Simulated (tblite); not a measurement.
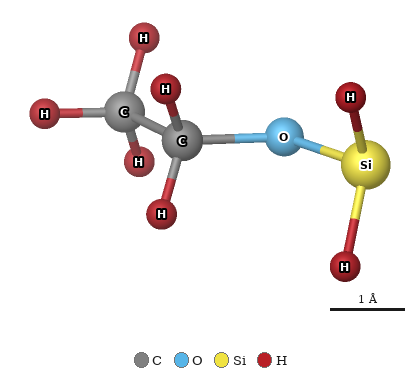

*The input geometry (ball-and-stick view, seen at a tilt).*

# Geometry relaxation of C2H7OSi (part 1 of 2)

The run: geometry relaxation of C2H7OSi, multiplicity 2. Method and program: GFN2-xTB geometry optimisation, gas phase (tblite 0.8.0).

It belongs to a series of runs on one base structure; here: X = H replaced by OC2H5.

The program's output:
```
step      E/eV     max force
  0    -370.76559    1.021
  1    -370.80424    0.615
  2    -370.82318    0.295
  3    -370.82913    0.192
  4    -370.83250    0.214
  5    -370.83548    0.188
  6    -370.83913    0.167
  7    -370.84212    0.139
  8    -370.84496    0.140
  9    -370.84817    0.162
 10    -370.85206    0.167
 11    -370.85605    0.183
 12    -370.85924    0.147
 13    -370.86167    0.173
 14    -370.86406    0.182
 15    -370.86631    0.150
 16    -370.86790    0.103
 17    -370.86900    0.088
 18    -370.87004    0.109
 19    -370.87110    0.098
 20    -370.87191    0.061
 21    -370.87234    0.043
 22    -370.87260    0.045
 23    -370.87290    0.046
 24    -370.87323    0.052
 25    -370.87353    0.055
 26    -370.87379    0.057
 27    -370.87404    0.067
 28    -370.87425    0.048
 29    -370.87438    0.026
 30    -370.87443    0.020
 31    -370.87446    0.016
 32    -370.87449    0.016
 33    -370.87451    0.009
```

Trajectory as extended XYZ (Å, eV, eV/Å), 34 frames, from step=0 to step=33:
```
11
Properties=species:S:1:pos:R:3:forces:R:3 step=0 energy=-370.76559
C    -1.5362    0.6665    0.1681   -0.8350   0.5870  -0.0360
C    -0.2722   -0.1097    0.4028    0.3980   0.2900   0.1430
O     0.7182    0.3165   -0.5251    0.3770  -0.6050   0.4170
Si    2.2182   -0.3726   -0.4956   -0.6890  -0.2350   0.6070
H    -1.9076    0.5077   -0.8448    0.0830  -0.0770   0.0370
H    -2.3318    0.3676    0.8691    0.3940   0.0720  -0.1960
H    -1.3643    1.7470    0.2755    0.0310  -0.3630   0.0590
H    -0.4643   -1.1804    0.2916    0.1030  -0.0720  -0.0630
H     0.0847    0.0662    1.4383   -0.0110  -0.0840  -0.3520
H     2.7985   -0.1619    0.8632   -0.0150   0.0380  -0.4990
H     2.0622   -1.8442   -0.6842    0.1620   0.4500  -0.1160
11
Properties=species:S:1:pos:R:3:forces:R:3 step=1 energy=-370.80424
C    -1.5481    0.6749    0.1676   -0.0910   0.1160  -0.0950
C    -0.2665   -0.1056    0.4049   -0.1510   0.1500  -0.0650
O     0.7236    0.3078   -0.5192    0.0820  -0.3380   0.3180
Si    2.2084   -0.3760   -0.4869   -0.3150  -0.2690   0.4540
H    -1.9064    0.5066   -0.8443    0.0110  -0.0570  -0.0510
H    -2.3262    0.3686    0.8663    0.1310   0.0110  -0.0050
H    -1.3639    1.7419    0.2764    0.0140  -0.0350   0.0700
H    -0.4629   -1.1814    0.2907    0.0970   0.0870  -0.0250
H     0.0845    0.0650    1.4333    0.0470  -0.0210  -0.1260
H     2.7983   -0.1614    0.8561    0.0330   0.0480  -0.3570
H     2.0645   -1.8378   -0.6858    0.1420   0.3080  -0.1180
11
Properties=species:S:1:pos:R:3:forces:R:3 step=2 energy=-370.82318
C    -1.5537    0.6800    0.1652    0.1730  -0.0910  -0.1000
C    -0.2684   -0.1008    0.4039   -0.2750  -0.0370  -0.0210
O     0.7270    0.2974   -0.5100   -0.1550  -0.0520   0.1390
Si    2.1982   -0.3833   -0.4738    0.0040  -0.2010   0.2160
H    -1.9058    0.5049   -0.8453   -0.0340  -0.0290  -0.1010
H    -2.3215    0.3692    0.8654   -0.0020  -0.0160   0.0710
H    -1.3634    1.7396    0.2782    0.0060   0.1490   0.0560
H    -0.4602   -1.1797    0.2898    0.0320   0.1250  -0.0010
H     0.0856    0.0642    1.4289    0.0180   0.0190  -0.0090
H     2.7990   -0.1601    0.8457    0.1210   0.0670  -0.1220
H     2.0685   -1.8287   -0.6891    0.1130   0.0660  -0.1280
11
Properties=species:S:1:pos:R:3:forces:R:3 step=3 energy=-370.82913
C    -1.5538    0.6809    0.1627    0.1110  -0.0580  -0.0450
C    -0.2729   -0.0999    0.4038   -0.1770  -0.0640   0.0380
O     0.7258    0.2928   -0.5044   -0.1240   0.0250   0.0370
Si    2.1944   -0.3892   -0.4654    0.0250  -0.0770   0.0690
H    -1.9061    0.5039   -0.8473   -0.0360  -0.0110  -0.0940
H    -2.3195    0.3692    0.8660   -0.0100  -0.0040   0.0430
H    -1.3631    1.7410    0.2798   -0.0040   0.1190   0.0280
H    -0.4588   -1.1772    0.2895   -0.0280   0.0490   0.0060
H     0.0861    0.0641    1.4268   -0.0240   0.0280   0.0310
H     2.8014   -0.1584    0.8400    0.1720   0.0770   0.0190
H     2.0719   -1.8245   -0.6924    0.0950  -0.0830  -0.1340
11
Properties=species:S:1:pos:R:3:forces:R:3 step=4 energy=-370.83250
C    -1.5529    0.6811    0.1607   -0.0140   0.0170  -0.0120
C    -0.2778   -0.1003    0.4048   -0.0370  -0.0350   0.0570
O     0.7233    0.2904   -0.5007   -0.0460   0.0260  -0.0090
Si    2.1921   -0.3935   -0.4596   -0.0070   0.0100  -0.0080
H    -1.9068    0.5031   -0.8501   -0.0180   0.0080  -0.0460
H    -2.3182    0.3692    0.8668    0.0000   0.0130   0.0020
H    -1.3630    1.7434    0.2812   -0.0120   0.0400   0.0000
H    -0.4587   -1.1753    0.2893   -0.0750  -0.0350   0.0120
H     0.0857    0.0646    1.4261   -0.0590   0.0240   0.0530
H     2.8061   -0.1560    0.8373    0.1850   0.0750   0.0770
H     2.0756   -1.8239   -0.6969    0.0840  -0.1430  -0.1270
11
Properties=species:S:1:pos:R:3:forces:R:3 step=5 energy=-370.83548
C    -1.5528    0.6817    0.1588   -0.1050   0.0680   0.0150
C    -0.2825   -0.1011    0.4066    0.0690   0.0010   0.0440
O     0.7206    0.2885   -0.4975    0.0250   0.0050  -0.0250
Si    2.1898   -0.3971   -0.4545   -0.0160   0.0480  -0.0410
H    -1.9078    0.5025   -0.8532    0.0010   0.0270   0.0100
H    -2.3171    0.3696    0.8675   -0.0030   0.0300  -0.0320
H    -1.3632    1.7461    0.2823   -0.0190  -0.0330  -0.0260
H    -0.4601   -1.1745    0.2895   -0.1060  -0.0880   0.0230
H     0.0843    0.0654    1.4266   -0.0860   0.0160   0.0660
H     2.8138   -0.1525    0.8363    0.1630   0.0590   0.0720
H     2.0805   -1.8260   -0.7033    0.0750  -0.1330  -0.1060
11
Properties=species:S:1:pos:R:3:forces:R:3 step=6 energy=-370.83913
C    -1.5541    0.6836    0.1563   -0.1410   0.0800   0.0400
C    -0.2879   -0.1022    0.4096    0.1330   0.0300   0.0110
O     0.7172    0.2861   -0.4935    0.0970  -0.0310  -0.0210
Si    2.1867   -0.4014   -0.4483    0.0120   0.0480  -0.0520
H    -1.9090    0.5024   -0.8571    0.0190   0.0480   0.0690
H    -2.3159    0.3706    0.8678   -0.0300   0.0440  -0.0570
H    -1.3638    1.7492    0.2833   -0.0250  -0.0890  -0.0540
H    -0.4641   -1.1750    0.2902   -0.1250  -0.0980   0.0420
H     0.0806    0.0669    1.4286   -0.1110   0.0020   0.0690
H     2.8272   -0.1466    0.8359    0.1050   0.0260   0.0150
H     2.0886   -1.8310   -0.7139    0.0660  -0.0610  -0.0630
11
Properties=species:S:1:pos:R:3:forces:R:3 step=7 energy=-370.84212
C    -1.5566    0.6859    0.1547   -0.0900   0.0400   0.0480
C    -0.2914   -0.1028    0.4121    0.1080   0.0290  -0.0140
O     0.7155    0.2836   -0.4903    0.1230  -0.0610   0.0030
Si    2.1850   -0.4048   -0.4436    0.0640   0.0190  -0.0470
H    -1.9098    0.5032   -0.8595    0.0210   0.0570   0.0900
H    -2.3158    0.3722    0.8675   -0.0680   0.0450  -0.0540
H    -1.3649    1.7509    0.2832   -0.0260  -0.0880  -0.0640
H    -0.4699   -1.1766    0.2917   -0.1150  -0.0510   0.0580
H     0.0753    0.0682    1.4319   -0.1170  -0.0110   0.0540
H     2.8409   -0.1410    0.8357    0.0410  -0.0080  -0.0550
H     2.0971   -1.8363   -0.7244    0.0580   0.0290  -0.0190
11
Properties=species:S:1:pos:R:3:forces:R:3 step=8 energy=-370.84496
C    -1.5595    0.6881    0.1542    0.0020  -0.0200   0.0380
C    -0.2932   -0.1032    0.4141    0.0300   0.0070  -0.0220
O     0.7158    0.2805   -0.4874    0.1060  -0.0830   0.0400
Si    2.1853   -0.4075   -0.4406    0.1150  -0.0140  -0.0380
H    -1.9104    0.5051   -0.8600    0.0090   0.0510   0.0730
H    -2.3175    0.3745    0.8663   -0.0990   0.0380  -0.0340
H    -1.3663    1.7513    0.2819   -0.0190  -0.0420  -0.0550
H    -0.4773   -1.1786    0.2943   -0.0840   0.0200   0.0650
H     0.0683    0.0693    1.4360   -0.1020  -0.0230   0.0260
H     2.8541   -0.1361    0.8345   -0.0100  -0.0370  -0.1130
H     2.1059   -1.8406   -0.7342    0.0520   0.1030   0.0190
11
Properties=species:S:1:pos:R:3:forces:R:3 step=9 energy=-370.84817
C    -1.5624    0.6898    0.1544    0.0910  -0.0720   0.0160
C    -0.2945   -0.1038    0.4159   -0.0670  -0.0250  -0.0080
O     0.7184    0.2757   -0.4838    0.0570  -0.0970   0.0840
Si    2.1884   -0.4104   -0.4386    0.1450  -0.0320  -0.0370
H    -1.9108    0.5082   -0.8592   -0.0120   0.0300   0.0250
H    -2.3214    0.3778    0.8644   -0.1100   0.0250  -0.0090
H    -1.3682    1.7510    0.2794   -0.0050   0.0260  -0.0310
H    -0.4872   -1.1804    0.2984   -0.0370   0.0880   0.0620
H     0.0586    0.0700    1.4411   -0.0690  -0.0310  -0.0040
H     2.8682   -0.1317    0.8312   -0.0430  -0.0590  -0.1440
H     2.1164   -1.8434   -0.7443    0.0490   0.1470   0.0470
11
Properties=species:S:1:pos:R:3:forces:R:3 step=10 energy=-370.85206
C    -1.5651    0.6911    0.1553    0.1400  -0.0880  -0.0160
C    -0.2967   -0.1048    0.4183   -0.1470  -0.0540   0.0240
O     0.7230    0.2678   -0.4776   -0.0130  -0.0970   0.1210
Si    2.1948   -0.4141   -0.4374    0.1380  -0.0210  -0.0500
H    -1.9115    0.5126   -0.8576   -0.0330  -0.0030  -0.0400
H    -2.3283    0.3823    0.8616   -0.0910   0.0130   0.0080
H    -1.3707    1.7507    0.2755    0.0140   0.0920   0.0040
H    -0.5001   -1.1813    0.3048    0.0130   0.1200   0.0470
H     0.0452    0.0701    1.4472   -0.0180  -0.0350  -0.0230
H     2.8846   -0.1275    0.8246   -0.0510  -0.0730  -0.1390
H     2.1302   -1.8443   -0.7557    0.0470   0.1470   0.0640
11
Properties=species:S:1:pos:R:3:forces:R:3 step=11 energy=-370.85605
C    -1.5669    0.6920    0.1559    0.1120  -0.0500  -0.0460
C    -0.3008   -0.1065    0.4217   -0.1630  -0.0610   0.0580
O     0.7283    0.2568   -0.4685   -0.0730  -0.0790   0.1310
Si    2.2033   -0.4181   -0.4369    0.0810   0.0280  -0.0770
H    -1.9128    0.5172   -0.8566   -0.0410  -0.0350  -0.0900
H    -2.3369    0.3877    0.8583   -0.0420   0.0100   0.0050
H    -1.3730    1.7516    0.2715    0.0320   0.1160   0.0340
H    -0.5140   -1.1807    0.3124    0.0440   0.0860   0.0250
H     0.0303    0.0696    1.4533    0.0320  -0.0340  -0.0120
H     2.9018   -0.1243    0.8148   -0.0300  -0.0750  -0.0920
H     2.1462   -1.8426   -0.7670    0.0480   0.0950   0.0650
11
Properties=species:S:1:pos:R:3:forces:R:3 step=12 energy=-370.85924
C    -1.5679    0.6929    0.1555    0.0270   0.0180  -0.0610
C    -0.3065   -0.1087    0.4259   -0.1070  -0.0400   0.0750
O     0.7317    0.2455   -0.4580   -0.0930  -0.0480   0.1030
Si    2.2109   -0.4209   -0.4374    0.0000   0.0870  -0.1010
H    -1.9145    0.5204   -0.8573   -0.0280  -0.0490  -0.0960
H    -2.3443    0.3926    0.8553    0.0120   0.0170  -0.0180
H    -1.3744    1.7539    0.2687    0.0400   0.0840   0.0440
H    -0.5250   -1.1793    0.3192    0.0390   0.0010   0.0080
H     0.0182    0.0684    1.4581    0.0570  -0.0280   0.0240
H     2.9162   -0.1228    0.8047    0.0050  -0.0660  -0.0310
H     2.1610   -1.8394   -0.7757    0.0480   0.0230   0.0530
11
Properties=species:S:1:pos:R:3:forces:R:3 step=13 energy=-370.86167
C    -1.5687    0.6944    0.1538   -0.0510   0.0690  -0.0530
C    -0.3128   -0.1109    0.4306   -0.0270  -0.0120   0.0710
O     0.7326    0.2358   -0.4479   -0.0780  -0.0120   0.0540
Si    2.2160   -0.4215   -0.4392   -0.0660   0.1220  -0.1040
H    -1.9162    0.5218   -0.8597   -0.0030  -0.0430  -0.0680
H    -2.3493    0.3967    0.8525    0.0450   0.0300  -0.0430
H    -1.3746    1.7570    0.2676    0.0390   0.0270   0.0330
H    -0.5326   -1.1784    0.3245    0.0120  -0.0800   0.0040
H     0.0101    0.0670    1.4623    0.0530  -0.0220   0.0590
H     2.9275   -0.1227    0.7962    0.0290  -0.0550   0.0080
H     2.1733   -1.8365   -0.7817    0.0480  -0.0250   0.0390
11
Properties=species:S:1:pos:R:3:forces:R:3 step=14 energy=-370.86406
C    -1.5700    0.6969    0.1511   -0.0940   0.0860  -0.0290
C    -0.3197   -0.1133    0.4364    0.0450   0.0070   0.0540
O     0.7317    0.2263   -0.4369   -0.0480   0.0270  -0.0040
Si    2.2199   -0.4198   -0.4430   -0.1100   0.1220  -0.0790
H    -1.9179    0.5223   -0.8634    0.0290  -0.0240  -0.0250
H    -2.3535    0.4013    0.8490    0.0530   0.0430  -0.0600
H    -1.3740    1.7607    0.2671    0.0330  -0.0330   0.0090
H    -0.5398   -1.1790    0.3298   -0.0190  -0.1270   0.0090
H     0.0034    0.0652    1.4676    0.0290  -0.0180   0.0790
H     2.9391   -0.1238    0.7879    0.0370  -0.0440   0.0180
H     2.1864   -1.8340   -0.7866    0.0460  -0.0400   0.0270
11
Properties=species:S:1:pos:R:3:forces:R:3 step=15 energy=-370.86631
C    -1.5719    0.7001    0.1480   -0.0770   0.0560   0.0020
C    -0.3261   -0.1160    0.4430    0.0780   0.0070   0.0270
O     0.7296    0.2179   -0.4265   -0.0240   0.0610  -0.0510
Si    2.2223   -0.4155   -0.4489   -0.1230   0.0820  -0.0280
H    -1.9191    0.5224   -0.8675    0.0600  -0.0010   0.0150
H    -2.3570    0.4066    0.8446    0.0330   0.0500  -0.0570
H    -1.3727    1.7640    0.2668    0.0270  -0.0710  -0.0180
H    -0.5469   -1.1816    0.3352   -0.0380  -0.1160   0.0210
H    -0.0024    0.0630    1.4743   -0.0040  -0.0160   0.0710
H     2.9501   -0.1263    0.7801    0.0270  -0.0330  -0.0010
H     2.1996   -1.8319   -0.7900    0.0400  -0.0180   0.0180
11
Properties=species:S:1:pos:R:3:forces:R:3 step=16 energy=-370.86790
C    -1.5735    0.7027    0.1460   -0.0160   0.0000   0.0230
C    -0.3296   -0.1181    0.4480    0.0570  -0.0060   0.0040
O     0.7273    0.2138   -0.4205   -0.0250   0.0730  -0.0630
Si    2.2225   -0.4104   -0.4547   -0.0980   0.0230   0.0220
H    -1.9187    0.5223   -0.8702    0.0760   0.0120   0.0300
H    -2.3593    0.4111    0.8406   -0.0030   0.0440  -0.0340
H    -1.3711    1.7655    0.2662    0.0260  -0.0670  -0.0330
H    -0.5521   -1.1852    0.3394   -0.0320  -0.0580   0.0310
H    -0.0060    0.0610    1.4803   -0.0260  -0.0170   0.0390
H     2.9572   -0.1295    0.7747    0.0100  -0.0220  -0.0300
H     2.2089   -1.8304   -0.7909    0.0320   0.0180   0.0100
11
Properties=species:S:1:pos:R:3:forces:R:3 step=17 energy=-370.86900
C    -1.5741    0.7038    0.1452    0.0420  -0.0480   0.0290
C    -0.3307   -0.1197    0.4510    0.0100  -0.0180  -0.0060
O     0.7250    0.2133   -0.4186   -0.0390   0.0640  -0.0470
Si    2.2209   -0.4063   -0.4585   -0.0580  -0.0220   0.0500
H    -1.9170    0.5223   -0.8713    0.0760   0.0130   0.0220
H    -2.3608    0.4145    0.8376   -0.0360   0.0320  -0.0060
H    -1.3694    1.7652    0.2653    0.0310  -0.0400  -0.0340
H    -0.5553   -1.1884    0.3425   -0.0120   0.0040   0.0330
H    -0.0082    0.0593    1.4847   -0.0310  -0.0200   0.0040
H     2.9606   -0.1323    0.7712   -0.0040  -0.0110  -0.0490
H     2.2145   -1.8290   -0.7902    0.0220   0.0440   0.0030
11
Properties=species:S:1:pos:R:3:forces:R:3 step=18 energy=-370.87004
C    -1.5740    0.7039    0.1451    0.0760  -0.0730   0.0280
C    -0.3311   -0.1213    0.4535   -0.0400  -0.0240  -0.0090
O     0.7221    0.2144   -0.4180   -0.0490   0.0400  -0.0170
Si    2.2180   -0.4031   -0.4607   -0.0180  -0.0460   0.0550
H    -1.9138    0.5225   -0.8718    0.0680   0.0050   0.0040
H    -2.3627    0.4181    0.8350   -0.0580   0.0170   0.0180
H    -1.3673    1.7640    0.2639    0.0400  -0.0060  -0.0270
H    -0.5583   -1.1913    0.3457    0.0120   0.0510   0.0280
H    -0.0105    0.0575    1.4885   -0.0240  -0.0200  -0.0250
H     2.9635   -0.1349    0.7674   -0.0140   0.0020  -0.0520
H     2.2196   -1.8271   -0.7897    0.0090   0.0540  -0.0040
11
Properties=species:S:1:pos:R:3:forces:R:3 step=19 energy=-370.87110
C    -1.5733    0.7032    0.1455    0.0690  -0.0660   0.0210
C    -0.3324   -0.1234    0.4562   -0.0700  -0.0210  -0.0050
O     0.7183    0.2157   -0.4172   -0.0440   0.0050   0.0140
Si    2.2141   -0.4009   -0.4614    0.0140  -0.0450   0.0380
H    -1.9090    0.5229   -0.8723    0.0540  -0.0080  -0.0130
H    -2.3658    0.4226    0.8323   -0.0660   0.0030   0.0310
H    -1.3642    1.7624    0.2618    0.0480   0.0190  -0.0150
H    -0.5617   -1.1936    0.3499    0.0310   0.0680   0.0170
H    -0.0140    0.0551    1.4922   -0.0090  -0.0170  -0.0380
H     2.9674   -0.1372    0.7620   -0.0190   0.0180  -0.0360
H     2.2260   -1.8242   -0.7901   -0.0090   0.0430  -0.0140
```
